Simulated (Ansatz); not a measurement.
| atom | x (Å) | y (Å) | z (Å) |
| --- | --- | --- | --- |
| F | -0.8718 | -2.1408 | 0.8011 |
| B | -0.4331 | -0.9734 | 0.3751 |
| N | 0.7402 | -0.4950 | -0.1736 |
| Si | -0.3495 | 0.8925 | -0.0731 |
| H | 1.6555 | -0.8214 | -0.4454 |
| H | -0.7571 | 1.4876 | -1.3726 |
| H | 0.0772 | 1.9825 | 0.8428 |

Geometry: PBE0-D4/def2-TZVP.

Computed with Ansatz 0.2.0, RKS PBE0-D4/def2-TZVPP.

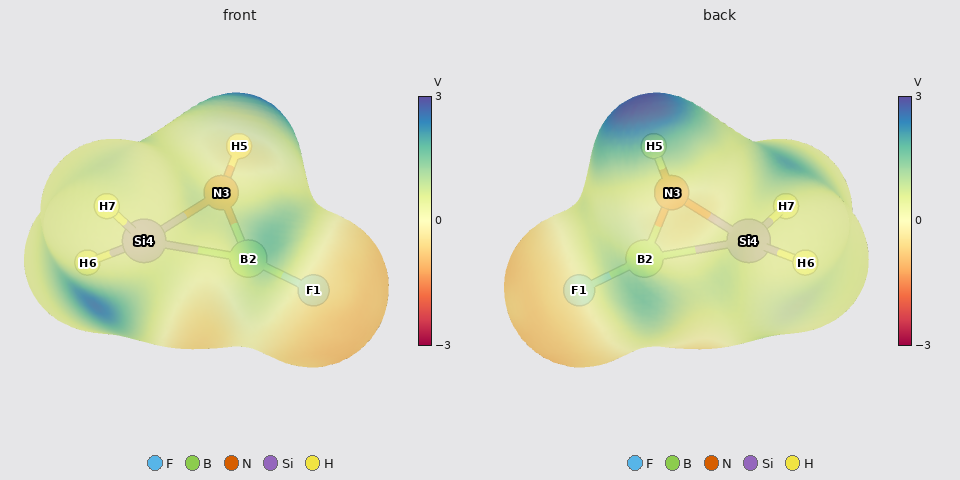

BFH$_{3}$NSi. The molecular electrostatic potential painted on the density surface at 0.004 e/bohr³, seen from the front and from behind; red is negative and blue positive.

> Which sites attract a positive test charge, and which a negative one?

A positive charge is drawn to the negative regions and a negative charge to the positive ones. The most negative region (about −0.9 V, or −21 kcal/mol for a unit charge) lies over F1, the most positive (about +2.9 V, or +67 kcal/mol for a unit charge) over H5.
